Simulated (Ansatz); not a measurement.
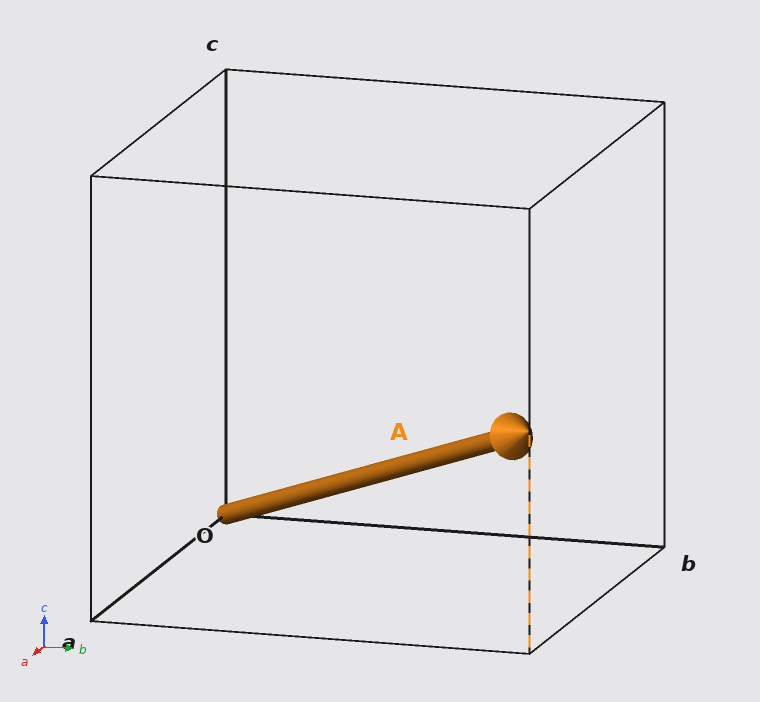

Crystal: BiB, the end point of a relaxation with Ansatz 0.2.0, DFT, HSE06, plane waves, PAW; the starting structure was generated, so it need not be a known form of this composition. The arrow starts at a corner of the unit cell and ends on its surface; where a tip isn't a corner, dashed lines run from it parallel to the axes. The drawing is computed from the coordinates (standard cell, symmetry found to 0.002 Å).

a = 5.451 Å, b = 5.451 Å, c = 5.451 Å, α = 90.00°, β = 90.00°, γ = 90.00°.

> Give [uvw] of the arrow.

Arrow A runs from (0, 0, 0) to (1, 1, 1/2), so [2 2 1].

> How long is the vector ua + vb + wc?

16.353 Å.

> In F-43m, No. 216, how many directions are equivalent to A (Laue class m-3m, both senses counted)?

24.
